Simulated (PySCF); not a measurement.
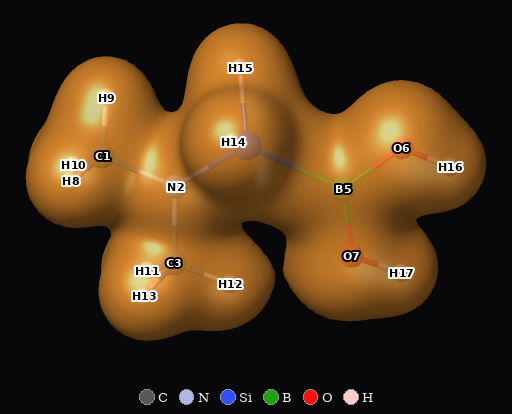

Figure 1: C₂H₁₀BNO₂Si. Isosurface of the electron density at 0.1 e/Å³ (orange), seen at a tilt.

Geometry: GFN2-xTB.

Method: PBE0/pcSseg-1, SCF density, gas phase, non-relativistic in PySCF.

The calculation's input:

```
{"job": {"kind": "nmr", "xc": "PBE0", "basis": "pcSseg-1"}, "charge": 0, "multiplicity": 1}
C     -2.150117     1.043290     0.274858
N     -0.963849     0.299881    -0.060777
C     -1.273965    -1.033780    -0.514547
Si     0.556682     0.743611     0.626792
B      2.077422    -0.268180    -0.096055
O      3.298545     0.263199     0.156627
O      1.942139    -1.432601    -0.780381
H     -2.681047     0.599817     1.126120
H     -1.875577     2.060603     0.534946
H     -2.834155     1.065173    -0.578535
H     -1.921063    -0.984231    -1.396470
H     -0.358671    -1.553756    -0.778505
H     -1.799458    -1.612496     0.255911
H      0.534966     0.689958     2.118673
H      0.623702     2.197620     0.363142
H      4.072116    -0.206364    -0.169648
H      2.745333    -1.859714    -1.092063
```

Command:

```sh
OMP_NUM_THREADS=1 python probes_run.py task.json out
```

> What does this surface tell about the bonding?

At this value the surface is in one piece. It bridges the sampled B–O (1.36 Å), C–N (1.44 Å), Si–N (1.73 Å) and Si–B (1.96 Å) contacts, where the density stays above the isovalue. On the grid the lowest density along these lines, outside the cores, is 1.6 e/Å³ (B–O, 1.36 Å), 1.9 e/Å³ (C–N, 1.44 Å), 0.91 e/Å³ (Si–N, 1.73 Å) and 0.79 e/Å³ (Si–B, 1.96 Å).
